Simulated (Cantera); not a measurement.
Feed: 1 mol SiCl4, 0.61 mol NH3, 7.1 mol N2, held at 120 Pa.

Cantera equilibrium calculation (NASA polynomials, part measured and part estimated; ideal gas, pure solids and liquids). Candidate condensed phases: NH4Cl, Si, Si3N4; 28 gas species. The tables' values for SiCl3, SiCl are old estimates; treat these amounts as uncertain. Kinetics and transport are ignored.

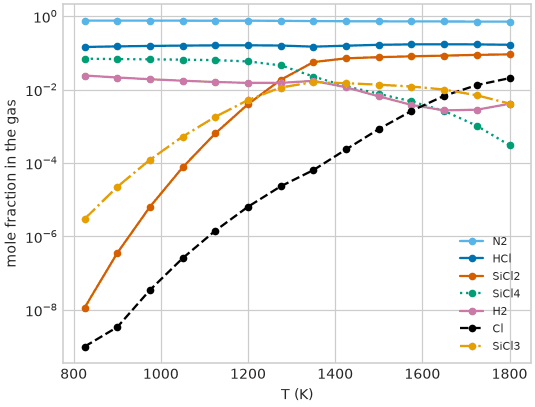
Figure. Equilibrium gas composition (values under 1e-9 drawn at 1e-9)

From 825 K to 1350 K the condensed part is Si3N4(s). From 1425 K to 1800 K nothing is condensed. The main Si-bearing gas is SiCl4 at 825 K and SiCl2 at 1800 K.
